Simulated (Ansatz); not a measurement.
Cost and result by functional for the surface energy of the (110) surface of rutile SnO2 in its 1x1 cell (cut with top plane O, bottom plane O), outermost plane spacing 1.32 Å in the ideal cut, in Ansatz (plane waves, PAW). Single points on the PBE structure, on one kind of machine; costs are rough ratios of the slab run's core time (references not counted) to the cheapest single point. r2SCAN's cost holds its higher cutoff (500 against 420 eV). Differences are taken against HSE06 for comparison alone: no measured value is at hand, so the table doesn't rank accuracy. HSE06 ran on a coarser k-mesh, which lowers its cost and carries part of its shift.

Model: 24-atom slab, O16Sn8, 12.9 Å thick at the start, 8x4x1 mesh, Fermi-Dirac 0.025 eV, dipole correction, all atoms relaxed; start symmetry kept, larger cells not searched; no spin, no spin-orbit, no U. These notes are the PBE run's.

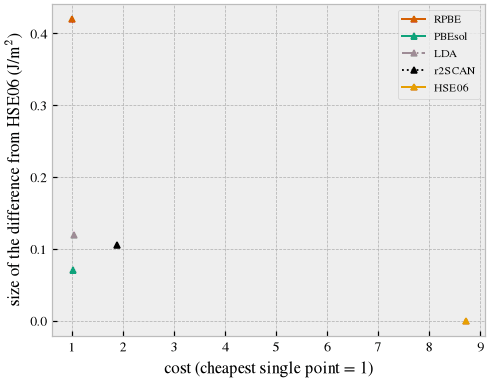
Fig. 1. Difference from HSE06 against cost

| functional | relative cost | surface energy (J/m²) | less HSE06 (J/m²) |
|---|---|---|---|
| RPBE | 1 | 0.78 | -0.42 |
| PBEsol | 1 | 1.12 | -0.07 |
| LDA | 1 | 1.32 | 0.12 |
| r2SCAN | 2 | 1.30 | 0.10 |
| HSE06 | 9 | 1.20 | 0.00 |
| PBE (the relaxed run's value) | – | 0.96 | -0.24 |

The values span 0.54 J/m², while the single points' costs differ by a factor of roughly 9. Differences are of unrounded values.

Ansatz is a program for electronic structure.
